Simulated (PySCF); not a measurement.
**triplet ZrO at 6 levels**

Wanted: a comparison of 6 runs (UHF/STO-3G, U-r2SCAN/def2-TZVP, UBHLYP/def2-TZVP, UBLYP/def2-TZVP, UM06-2X/def2-TZVP, UPBE/def2-TZVP) of triplet ZrO. 

The results are computed with PySCF 2.14.0.

4 further runs of the same task are left out: 4 set aside as unsound or not needed. Runs told in other sessions of the task aren't counted.

### Step 1. Starting point

ZrO: 2 atoms, total charge 0, spin state triplet. SMILES of the parent species: `[O][Zr]`. The bond length is the one measured for the parent species. That shape belongs to the parent species and isn't relaxed for this state.

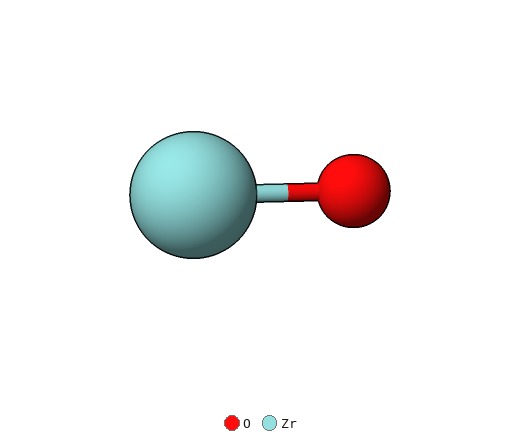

Viewed from a chosen angle; oxygen red, zirconium light teal.

### Step 2. A single-point energy at UHF/STO-3G (run 1)

Contents of job.py:

```python
from pyscf import gto, scf

system = gto.Mole()
system.atom = 'O 0.000000 0.000000 0.000000; Zr 0.000000 0.000000 1.711600'
system.max_memory = 1860
system.basis = 'sto-3g'
system.verbose = 3
system.charge = 0
system.spin = 2
system.build()

mf = scf.UHF(system)
mf.conv_tol = 1e-10
mf.kernel()
if not mf.converged:
    mf = mf.newton().run(mf.mo_coeff, mf.mo_occ)

e_final = mf.e_tot
print('E(%s) = %.9f' % ('HF', e_final))
```

The run is started by

```console
OMP_NUM_THREADS=1 python job.py
```

What it wrote:

```text
WARN: HOMO -0.141211202944045 >= LUMO -0.279449226888148

converged SCF energy = -3576.77435839336  <S^2> = 2.1064858  2S+1 = 3.0701699
E(HF) = -3576.774358393
```

Wall time 0.74 s (1 thread of Arm Neoverse V1, shared host); peak memory 0.12 GiB.

### Step 3. A single-point energy at U-r2SCAN/def2-TZVP (core potential) (run 2)

Contents of run.py:

```python
from pyscf import gto, dft

mol = gto.M(
    atom='''
O      0.000000     0.000000     0.000000
Zr     0.000000     0.000000     3.234455
''',
    basis='def2-tzvp',
    verbose=3,
    spin=2,
    unit='bohr',
    ecp={'Zr': 'def2-svp'},
    max_memory=1860,
)

ks = dft.UKS(mol)
ks.xc = 'r2scan'
ks.grids.level = 5
ks.conv_tol = 1e-10
ks.kernel()
if not ks.converged:
    ks = ks.newton().run(ks.mo_coeff, ks.mo_occ)

etot = ks.e_tot
print('E(%s) = %.9f' % ('R2SCAN', etot))
```

The run is started by

```console
OMP_NUM_THREADS=1 python run.py
```

What it wrote:

```text
WARN: HOMO -0.479210498633054 >= LUMO -0.479210527741237

WARN: HOMO 0.0238313822088288 >= LUMO 0.0177143619984825

converged SCF energy = -122.271008965786  <S^2> = 2.0119901  2S+1 = 3.0079828
E(R2SCAN) = -122.271008966
```

Wall time 23 s (1 thread of Arm Neoverse V1, shared host); peak memory 0.38 GiB.

Run 3 isn't shown in full; the table further down has it.

### Step 4. The energy at UBLYP/def2-TZVP (core potential) (run 4)

Contents of calc.py:

```python
from pyscf import gto, dft

mol = gto.M(
    atom='''
O        0.000000       0.000000       0.000000
Zr       0.000000       0.000000       1.711600
''',
    spin=2,
    max_memory=1860,
    ecp={'Zr': 'def2-svp'},
    verbose=3,
    basis='def2-tzvp',
    charge=0,
)

myscf = dft.UKS(mol)
myscf.xc = 'blyp'
myscf.conv_tol = 1e-10
myscf.grids.level = 5
myscf.kernel()
if not myscf.converged:
    myscf = myscf.newton().run(myscf.mo_coeff, myscf.mo_occ)

e_tot = myscf.e_tot
print('E(%s) = %.9f' % ('BLYP', e_tot))
```

The run is started by

```console
OMP_NUM_THREADS=1 python calc.py
```

What it wrote:

```text
WARN: HOMO -0.483143269417961 >= LUMO -0.483143273693916

WARN: HOMO 0.0142444875619684 >= LUMO 0.0110414998352621

WARN: HOMO -0.0657247995677733 >= LUMO -0.10980850596636

converged SCF energy = -122.25516005228  <S^2> = 2.0037758  2S+1 = 3.0025162
E(BLYP) = -122.255160052
```

It took 13 s on 1 thread of Arm Neoverse V1, shared host; peak memory 0.34 GiB.

Run 5 isn't shown in full; the table further down has it.

### Step 5. The energy at UPBE/def2-TZVP (core potential) (run 6)

Contents of calc.py:

```python
from pyscf import gto, dft

system = gto.M(
    atom='O 0.000000 0.000000 0.000000; Zr 0.000000 0.000000 1.711600',
    spin=2,
    basis='def2-tzvp',
    verbose=3,
    ecp={'Zr': 'def2-svp'},
    max_memory=1860,
)

mf = dft.UKS(system)
mf.xc = 'pbe'
mf.conv_tol = 1e-10
mf.grids.level = 5
mf.kernel()
if not mf.converged:
    mf = mf.newton().run(mf.mo_coeff, mf.mo_occ)

e_final = mf.e_tot
print('Final energy', e_final)
```

The run is started by

```console
OMP_NUM_THREADS=1 python calc.py
```

What it wrote:

```text
WARN: HOMO -0.48909084418199 >= LUMO -0.489090848124044

WARN: HOMO 0.0143216784642656 >= LUMO 0.00748140677003306

WARN: HOMO -0.093322430584888 >= LUMO -0.110019626590162

converged SCF energy = -122.22398437846  <S^2> = 2.0070115  2S+1 = 3.0046707
Final energy -122.22398437845958
```

Run time: 11 s. Hardware: 1 thread of Arm Neoverse V1, shared host; peak memory 0.34 GiB.

### Step 6. Overview of the runs

```
run                                level  core potential  integration grid   energy (Eh)  dipole moment (D)  HOMO energy (eV)  LUMO energy (eV)  wall time
  1                           UHF/STO-3G               –                 –  -3576.774358               5.32             -3.25              5.86     0.74 s
  2  U-r2SCAN/def2-TZVP (core potential)        def2-svp                 5   -122.271009               3.87             -3.95             -2.51       23 s
  3    UBHLYP/def2-TZVP (core potential)        def2-svp                 5   -122.145383               4.36             -5.53             -2.03      9.6 s
  4     UBLYP/def2-TZVP (core potential)        def2-svp                 5   -122.255160               3.77             -3.39             -3.15       13 s
  5   UM06-2X/def2-TZVP (core potential)        def2-svp                 5   -122.151627               4.12             -5.90             -3.87       23 s
  6      UPBE/def2-TZVP (core potential)        def2-svp                 5   -122.223984               3.67             -3.58             -2.93       11 s
```

### Step 7. What came out

| quantity | value |
| --- | --- |
| run 6: total energy | -122.22398 Eh |
| run 6: dipole moment | 3.67 D |
| run 6: HOMO energy (highest over α and β) | -3.58 eV |
| run 6: LUMO energy (lowest over α and β) | -2.93 eV |
| run 6: ⟨S²⟩ | 2.007 |

What this shows: The dipole moment (its size) runs from 3.67 D (UPBE/def2-TZVP) to 5.32 D (UHF/STO-3G). The two ends differ in method and basis and core potential. Totals of different functionals can't be ranked against each other. Some runs of one species differ in core potentials or relativity; totals across that change don't compare. In run 1 the basis is minimal, so the values are rough. In run 1 relativity is left out where basis or elements ask for it. Spin contamination of the reference: run 1 ⟨S²⟩ = 2.11. All runs together took 79 s, the longest 23 s.

Huber and Herzberg's tables give the ground state of this molecule as 1Σ+; the runs here treat another spin state.
